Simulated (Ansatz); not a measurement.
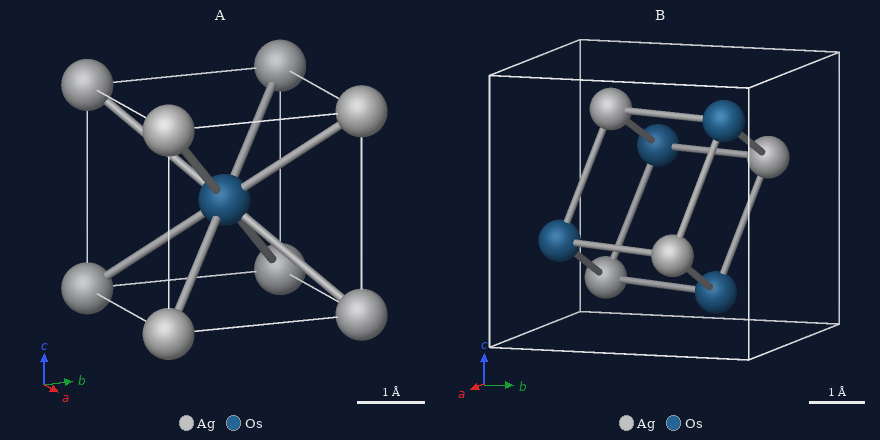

Two structures of AgOs, each relaxed to rest (conventional cells in solid outline, small ones repeated, not to one scale). Method: DFT PBE, scalar-relativistic, plane waves, PAW in Ansatz 0.2.0, without spin polarisation.

Question: What are A and B?

Answer: A: caesium chloride (CsCl, B2) type, Pm-3m. B: 8 atoms a cell on a primitive cubic lattice, P2_13.

Question: Which form lies lower?

Answer: A is lower, by 76 meV/atom at this level of theory (energies at zero smearing). Volumes: A 15.6, B 16.1 Å³/atom.

One or both may be structure types tried for this composition rather than known phases.
